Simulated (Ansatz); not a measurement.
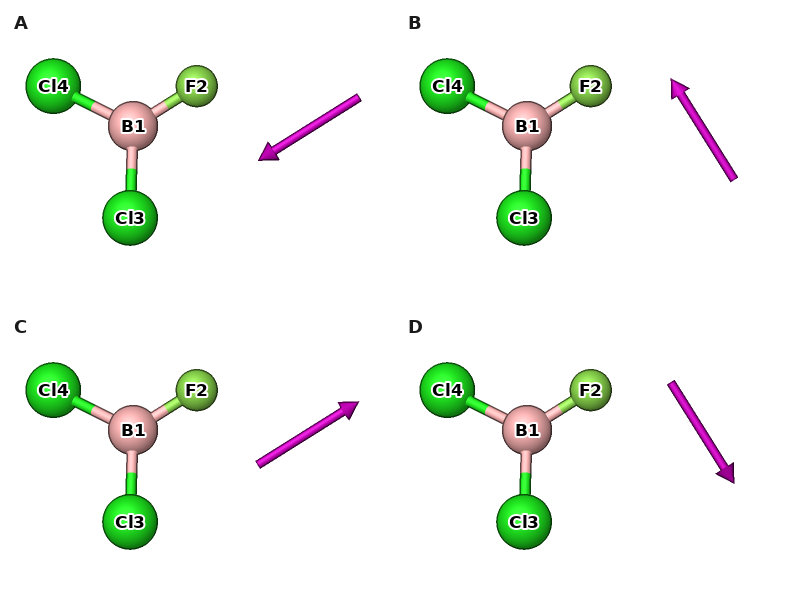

The same molecule four times, each with an arrow. The geometry was computed by an optimisation with PBE0-D4/def2-TZVP. Method: RKS PBE0-D4/def2-TZVP (Ansatz 0.2.0).

Which arrow points along the dipole moment, from the negative to the positive end?

A. The dipole moment is 0.30 D; it points from the side of F2 to the side of Cl3, Cl4 (the outermost atoms at the two ends).
